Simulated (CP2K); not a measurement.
**C2H4F2O2 (SMILES OCC(O)(F)F): GFN1-xTB**

What is the energy change on altering one bond length of C2H4F2O2 at GFN1-xTB? 

The calculation is run with CP2K 2026.2.

3 further runs of the same task are left out: 1 that didn't finish, 2 set aside as unsound or not needed.

## (1) Starting point

C2H4F2O2 has 10 atoms, charge 0, and is taken as a singlet. As SMILES, `OCC(O)(F)F`. Geometry: relaxed at GFN2-xTB. This is one conformer, not always the lowest.

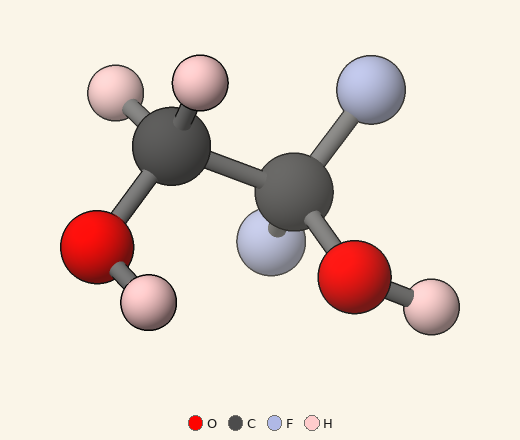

Viewed from a chosen angle; oxygen red, carbon dark grey, fluorine light blue, hydrogen pink.

## (2) The energy at GFN1-xTB

File gas.inp:

```
&GLOBAL
    PROJECT_NAME gas
    RUN_TYPE ENERGY
    PRINT_LEVEL MEDIUM
&END GLOBAL

&FORCE_EVAL
    METHOD QUICKSTEP
    &DFT
        &QS
            METHOD XTB
            EPS_DEFAULT 1.0E-10
            &XTB
                GFN_TYPE 1
                CHECK_ATOMIC_CHARGES F
            &END XTB
        &END QS
        &POISSON
            PERIODIC NONE
            POISSON_SOLVER ANALYTIC
        &END POISSON
        &SCF
            SCF_GUESS ATOMIC
            EPS_SCF 1.0E-06
            MAX_SCF 50
            &OT
                MINIMIZER DIIS
                PRECONDITIONER FULL_ALL
            &END OT
            &OUTER_SCF
                EPS_SCF 1.0E-06
                MAX_SCF 5
            &END OUTER_SCF
        &END SCF
        &PRINT
            &MOMENTS
                PERIODIC F
                REFERENCE COM
                MAX_MOMENT 1
            &END MOMENTS
            &MO_CUBES
                NLUMO 1
                NHOMO -1
                WRITE_CUBE F
            &END MO_CUBES
            &HIRSHFELD OFF
            &END HIRSHFELD
        &END PRINT
    &END DFT
    &SUBSYS
        &CELL
            ABC 12 13.1 12.9
            PERIODIC NONE
        &END CELL
        &COORD
            O     -0.901630    -1.489520    -0.346940
            C     -0.109600    -0.791580     0.559740
            C      0.109630     0.662920     0.128750
            O      0.513260     0.728090    -1.149470
            F     -1.012400     1.418600     0.314890
            F      1.029250     1.252820     0.957040
            H     -0.530050    -1.387390    -1.232460
            H      0.887490    -1.240900     0.674300
            H     -0.626660    -0.799560     1.521130
            H      0.640710     1.646520    -1.426990
        &END COORD
        &TOPOLOGY
            &CENTER_COORDINATES
            &END CENTER_COORDINATES
        &END TOPOLOGY
    &END SUBSYS
&END FORCE_EVAL
```

On the command line:

```sh
$ OMP_NUM_THREADS=1 cp2k.psmp -i gas.inp > gas.out 2>&1
```

Log:

```text
CP2K| version string:                                       CP2K version 2026.2
[...]
 GLOBAL| Method name                                                        CP2K
[...]
 GLOBAL| Run type                                                         ENERGY
[...]
                             - Atoms:                                         10
[...]
                             - Spherical basis functions:                     32
[...]
 Number of electrons:                                                         38
[...]
     1 OT DIIS     0.15E+00    0.0     0.14097237       -25.7327242852 -2.57E+01
[...]
    18 OT DIIS     0.15E+00    0.0     0.00000040       -26.0884361349 -2.75E-11
  *** SCF run converged in    18 steps ***
[...]
 TB_DIPOLE| Moment [Debye]          1.47609703      -0.11903957      -1.17564590
 TB_DIPOLE| Derivative [a.u.]       0.00000000       0.00000000       0.00000000
[...]
 ENERGY| Total FORCE_EVAL ( QS ) energy [hartree]            -26.088436134915263
[...]
```

Wall time 0.81 s (1 thread of Arm Neoverse N1, shared host); peak memory 0.15 GiB.

## (3) The distorted shape at the same level

File qs.inp:

```
&GLOBAL
 PROJECT qs
 RUN_TYPE ENERGY
 PRINT_LEVEL MEDIUM
&END

&FORCE_EVAL
 METHOD QUICKSTEP
 &DFT
  CHARGE 0
  MULTIPLICITY 1
  &QS
   METHOD XTB
   EPS_DEFAULT 1.0E-10
   &XTB
    GFN_TYPE 1
    CHECK_ATOMIC_CHARGES F
   &END
  &END
  &POISSON
   PERIODIC NONE
   POISSON_SOLVER ANALYTIC
  &END
  # SCF settings
  &SCF
   SCF_GUESS ATOMIC
   EPS_SCF 1.0E-06
   MAX_SCF 50
   &OT ON
    MINIMIZER DIIS
    PRECONDITIONER FULL_ALL
   &END
   &OUTER_SCF
    EPS_SCF 1.0E-06
    MAX_SCF 5
   &END
  &END
  &PRINT
   &MOMENTS
    PERIODIC F
    REFERENCE COM
    MAX_MOMENT 1
   &END
   &MO_CUBES
    NLUMO 1
    NHOMO -1
    WRITE_CUBE F
   &END
   &HIRSHFELD OFF
   &END
  &END
 &END
 # structure
 &SUBSYS
  &CELL
   ABC [angstrom] 12.6 13.1 12.9
   PERIODIC NONE
  &END
  &COORD
   O     -1.453427    -1.843476    -0.843937
   C     -0.661397    -1.145536     0.062743
   C     -0.442167     0.308964    -0.368247
   O     -0.038537     0.374134    -1.646467
   F     -1.564197     1.064644    -0.182107
   F      1.029250     1.252820     0.957040
   H     -1.081847    -1.741346    -1.729457
   H      0.335693    -1.594856     0.177303
   H     -1.178457    -1.153516     1.024133
   H      0.088913     1.292564    -1.923987
  &END
  &TOPOLOGY
   &CENTER_COORDINATES
   &END
  &END
 &END
&END
```

On the command line:

```sh
$ OMP_NUM_THREADS=1 cp2k.psmp qs.inp > qs.out
```

Log:

```text
CP2K| version string:                                       CP2K version 2026.2
[...]
 GLOBAL| Method name                                                        CP2K
[...]
 GLOBAL| Run type                                                         ENERGY
[...]
                             - Atoms:                                         10
[...]
                             - Spherical basis functions:                     32
[...]
 Number of electrons:                                                         38
[...]
     1 OT DIIS     0.15E+00    0.0     0.19700733       -25.4689802946 -2.55E+01
[...]
     8 OT DIIS     0.15E+00    0.0     0.00000014       -25.9769218858 -7.67E-11
  *** SCF run converged in     8 steps ***
[...]
 TB_DIPOLE| Moment [Debye]         -0.52332208      -1.39149180      -3.11304676
 TB_DIPOLE| Derivative [a.u.]       0.00000000       0.00000000       0.00000000
[...]
 ENERGY| Total FORCE_EVAL ( QS ) energy [hartree]            -25.976921885778609
[...]
```

Run time: 1.3 s. Hardware: 1 thread of Arm Neoverse N1, shared host; peak memory 0.15 GiB.

## (4) Outcome

At GFN1-xTB:

| quantity | value |
| --- | --- |
| first shape: total energy | -26.08844 Eh |
| first shape: dipole moment (from atomic charges alone) | 1.89 D |
| first shape: HOMO energy | -13.04 eV |
| first shape: dispersion energy | -6.49 kJ/mol |
| distorted shape: total energy | -25.97692 Eh |
| distorted shape: dipole moment (from atomic charges alone) | 3.45 D |
| distorted shape: HOMO energy | -12.51 eV |
| distorted shape: dispersion energy | -6.81 kJ/mol |
| energy change with the C3–F6 bond stretched from 1.371 to 2.194 Å | 3.034 eV |

What this shows: One bond (distorted shape) is far stretched, which a spin-restricted single reference describes badly. With the C3–F6 bond stretched from 1.371 to 2.194 Å the energy rises by 3.03 eV (70 kcal/mol). The first shape isn't relaxed at this level, so the change isn't measured from a minimum. A restricted reference can't describe the breaking bond well at this length. The dipole (first shape) comes from point charges on the atoms alone, without atomic dipoles, so it is partial. The dipole (distorted shape) comes from point charges on the atoms alone, without atomic dipoles, so it is partial.
